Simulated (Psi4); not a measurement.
**OF (SMILES [O]F): a chain of runs**

Wanted: a structure relaxation (UM06-2X/def2-SVP), then the harmonic vibrations, then a single-point energy (UMP2/def2-TZVPP) of OF. 

The calculation is run with Psi4 1.11.

### 1 The system as given

OF has 2 atoms, charge 0, and is taken as a doublet. As SMILES, `[O]F`. Geometry: relaxed at GFN2-xTB. The run starts from this shape.

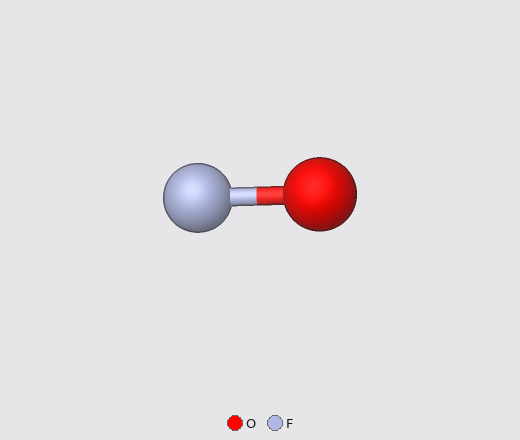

Viewed from a chosen angle; oxygen red, fluorine light blue.

### 2 A geometry optimisation at UM06-2X/def2-SVP (density fitting) (run 1)

calc.inp reads:

```
memory 1600 mb

molecule molecule1 {
  0 2
  O      0.00000000     0.00000000     0.00000000
  F      0.00000000     0.00000000     2.45371489
  units bohr
  symmetry c1
}

set globals {
  reference uks
  geom_maxiter 60
}

e, wfn = opt("m06-2x/def2-SVP", return_wfn=True)
```

On the command line:

```bash
$ psi4 -n 1 calc.inp calc.out
```

calc.out:

```text
[...]
  Running in c1 symmetry.
[...]
  Nuclear repulsion =   29.343262452142515
[...]
  Multiplicity = 2
[...]
  Nalpha       = 9
  Nbeta        = 8
[...]
    Number of basis functions: 28
[...]
   @DF-UKS iter   1:  -174.63350222969990   -3.70970e-01   9.29794e-03 ADIIS/DIIS
[...]
   @DF-UKS iter  10:  -174.66284421843778   -3.69482e-13   1.79301e-09 DIIS
[...]
   @S^2 Observed:                7.532787057E-01
[...]
  @DF-UKS Final Energy:  -174.66284421843778
   => Energetics <=
    Nuclear Repulsion Energy =             28.9134471996233628
    One-Electron Energy =                -299.3926759745615982
    Two-Electron Energy =                 104.8549411576356079
    DFT Exchange-Correlation Energy =      -9.0385566011351557
    Empirical Dispersion Energy =           0.0000000000000000
    VV10 Nonlocal Energy =                  0.0000000000000000
    Total Energy =                       -174.6628442184377832
[...]
 Multipole Moments:
 ------------------------------------------------------------------------------------
     Multipole            Electronic (a.u.)      Nuclear  (a.u.)        Total (a.u.)
 ------------------------------------------------------------------------------------
 L = 1.  Multiply by 2.5417464519 to convert [e a0] to [Debye]
 Dipole X            :         -0.0000000            0.0000000           -0.0000000
 Dipole Y            :         -0.0000000            0.0000000           -0.0000000
 Dipole Z            :          0.5730018           -0.5716431            0.0013587
 Magnitude           :                                                    0.0013587
[...]
  -Total Gradient:
     Atom            X                  Y                   Z
    ------   -----------------  -----------------  -----------------
       1        0.000000000000    -0.000000000000     0.000189551276
       2        0.000000000000    -0.000000000000    -0.000378655092
[...]
    Final optimized geometry and variables:
    Molecular point group: c1
    Full point group: C_inf_v
    Geometry (in Bohr), charge = 0, multiplicity = 2:
    O            0.000000000000     0.000000000000    -1.351962363930
    F            0.000000000000     0.000000000000     1.138228428711
    Psi4 run time: 0:00:17.90
[...]
```

On the terminal:

```text
Optimizer: Optimization complete!
```

It took 20 s on 1 thread of AMD EPYC 7R43 (Zen 3), shared host; peak memory 0.3 GiB.

Steps, from the record of the run:

```
step  energy from the first frame kept (eV)  largest force (eV/Å)
   0                                 0.0000                0.9605
   1                                -0.0086                0.2437
   2                                -0.0093                0.0195
```

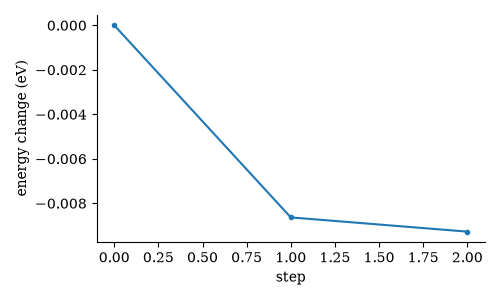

Energy along the run.

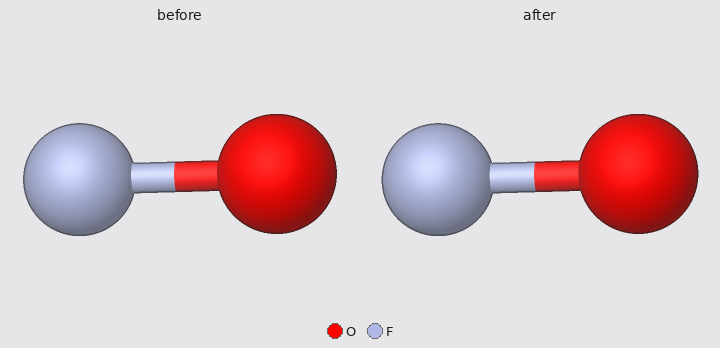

Before and after, at one scale.

After the run. Bond lengths: O1–F2 1.318 Å.

### 3 The harmonic vibrations at UM06-2X/def2-SVP (density fitting) (run 2)

fo.in reads:

```
memory 1600 MB

molecule {
  0 2
  O      0.000000     0.000000    -0.010479
  F      0.000000     0.000000     1.307273
}

set globals {
  basis                      def2-SVP
  reference                  uks
  t                          298.15
  rotational_symmetry_number 1
}

e_tot, wfn = freq("m06-2x", return_wfn=True)
```

On the command line:

```bash
$ psi4 -i fo.in -o fo.out -n 1
```

fo.out:

```text
[...]
  Running in c2v symmetry.
[...]
  Nuclear repulsion =   28.913451975971206
[...]
  Multiplicity = 2
[...]
  Nalpha       = 9
  Nbeta        = 8
[...]
    Number of basis functions: 28
[...]
   @DF-UKS iter   1:  -174.63500885980022   -4.10913e-01   1.53116e-02 ADIIS/DIIS
[...]
  Running in cs symmetry.
[...]
   @DF-UKS iter  13:  -174.66284421853197   -1.13687e-13   1.95914e-09 DIIS
[...]
   @S^2 Observed:                7.532787070E-01
[...]
  @DF-UKS Final Energy:  -174.66284421853197
   => Energetics <=
    Nuclear Repulsion Energy =             28.9134452642980477
    One-Electron Energy =                -299.3926723298667412
    Two-Electron Energy =                 104.8549394279210105
    DFT Exchange-Correlation Energy =      -9.0385565808842809
    Empirical Dispersion Energy =           0.0000000000000000
    VV10 Nonlocal Energy =                  0.0000000000000000
    Total Energy =                       -174.6628442185319727
[...]
 Multipole Moments:
 ------------------------------------------------------------------------------------
     Multipole            Electronic (a.u.)      Nuclear  (a.u.)        Total (a.u.)
 ------------------------------------------------------------------------------------
 L = 1.  Multiply by 2.5417464519 to convert [e a0] to [Debye]
 Dipole X            :          0.0000000            0.0000000            0.0000000
 Dipole Y            :          0.0003904           -0.0003895            0.0000009
 Dipole Z            :          0.5730016           -0.5716430            0.0013586
 Magnitude           :                                                    0.0013586
[...]
  -Total Gradient:
     Atom            X                  Y                   Z
    ------   -----------------  -----------------  -----------------
       1        0.000000000000     0.000000129101     0.000189473939
       2        0.000000000000    -0.000000257950    -0.000378577072
[...]
  ==> Harmonic Vibrational Analysis <==
[...]
  Freq [cm^-1]                1194.5021
[...]
  IR activ [km/mol]            53.2610
[...]
  Total E_0, Enthalpy at 0 [K]                                                         -174.66012294 [Eh]
[...]
  Total H, Enthalpy at  298.15 [K]                                                     -174.65680117 [Eh]
[...]
  Total G, Gibbs energy at  298.15 [K]                                                 -174.68073493 [Eh]
[...]
```

Run time: 27 s. Hardware: 1 thread of AMD EPYC 7R43 (Zen 3), shared host; peak memory 0.29 GiB.

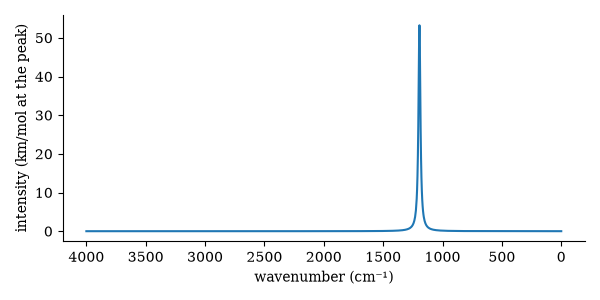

Harmonic infrared spectrum, unscaled, lines broadened by 10 cm⁻¹.

### 4 The energy at UMP2/def2-TZVPP (density fitting, density fitting for correlation) (run 3)

job.dat reads:

```
memory 1600 MB

molecule {
  0 2
  O      0.000000     0.000000    -0.010479
  F      0.000000     0.000000     1.307273
  symmetry c1
}

set reference uhf
set num_frozen_docc 2

energy('mp2/def2-TZVPP')
```

On the command line:

```bash
$ psi4 -n 1 job.dat job.out
```

job.out:

```text
[...]
  Running in c1 symmetry.
[...]
  Nuclear repulsion =   28.913451975971206
[...]
  Multiplicity = 2
[...]
  Nalpha       = 9
  Nbeta        = 8
[...]
    Number of basis functions: 62
[...]
   @DF-UHF iter   1:  -174.14783071039639   -6.82337e-01   5.09790e-03 DIIS/ADIIS
[...]
   @DF-UHF iter  15:  -174.20358374071645   -1.42109e-12   3.68739e-09 DIIS
[...]
   @S^2 Observed:                7.619736295E-01
[...]
    Orbital Energies [Eh]
    ---------------------
    Alpha Occupied:
       1A    -26.390512     2A    -20.757430     3A     -1.747434
       4A     -1.318847     5A     -0.839221     6A     -0.793072
       7A     -0.749778     8A     -0.636066     9A     -0.571139
    Alpha Virtual:
      10A      0.219908    11A      0.489478    12A      0.526590
      13A      0.556717    14A      0.561658    15A      0.700398
      16A      0.738197    17A      0.746679    18A      1.082442
      19A      1.590964    20A      1.594481    21A      1.594724
      22A      1.628088    23A      2.140348    24A      2.256509
      25A      2.256930    26A      2.578829    27A      2.618061
[...]
  @DF-UHF Final Energy:  -174.20358374071645
   => Energetics <=
    Nuclear Repulsion Energy =             28.9134519759712063
    One-Electron Energy =                -299.6698763072382690
    Two-Electron Energy =                  96.5528405905505878
    Total Energy =                       -174.2035837407164536
  UHF NO Occupations:
  HONO-2 :    7  A 1.9987257
  HONO-1 :    8  A 1.9966837
[...]
 Multipole Moments:
 ------------------------------------------------------------------------------------
     Multipole            Electronic (a.u.)      Nuclear  (a.u.)        Total (a.u.)
 ------------------------------------------------------------------------------------
 L = 1.  Multiply by 2.5417464519 to convert [e a0] to [Debye]
 Dipole X            :          0.0000000            0.0000000            0.0000000
 Dipole Y            :          0.0000000            0.0000000            0.0000000
 Dipole Z            :          0.4450235           -0.5716430           -0.1266194
 Magnitude           :                                                    0.1266194
[...]
```

Wall time 3.9 s (1 thread of AMD EPYC 7R43 (Zen 3), shared host); peak memory 0.19 GiB.

### 5 What came out

```
                                                                          quantity             value
                                  run 1, UM06-2X/def2-SVP: total energy at the end     -174.66284 Eh
                                            run 1, UM06-2X/def2-SVP: dipole moment            0.00 D
                       run 1, UM06-2X/def2-SVP: HOMO energy (highest over α and β)         -10.82 eV
                        run 1, UM06-2X/def2-SVP: LUMO energy (lowest over α and β)          -2.99 eV
                                              run 1, UM06-2X/def2-SVP: bond length           1.318 Å
                                                     run 1, UM06-2X/def2-SVP: ⟨S²⟩             0.753
                                      run 2, UM06-2X/def2-SVP: harmonic wavenumber         1194 cm⁻¹
                                        run 2, UM06-2X/def2-SVP: zero-point energy        7.1 kJ/mol
run 2, UM06-2X/def2-SVP: ideal-gas entropy at 298.15 K (symmetry number 1 as used)  50.4 cal/(mol K)
                                              run 3, UMP2/def2-TZVPP: total energy     -174.64604 Eh
run 3, UMP2/def2-TZVPP: HOMO energy (Hartree–Fock orbitals) (highest over α and β)         -14.54 eV
 run 3, UMP2/def2-TZVPP: LUMO energy (Hartree–Fock orbitals) (lowest over α and β)           2.14 eV
               run 3, UMP2/def2-TZVPP: correlation energy (2 core orbitals frozen)        -442.5 mEh
                         run 3, UMP2/def2-TZVPP: ⟨S²⟩ of the reference determinant             0.762
```

**Reading.** The optimisation (run 1, UM06-2X/def2-SVP) took 3 steps and changed the energy by -0.009 eV. The one mode (run 2, UM06-2X/def2-SVP) is real, so the shape is a minimum at this level.
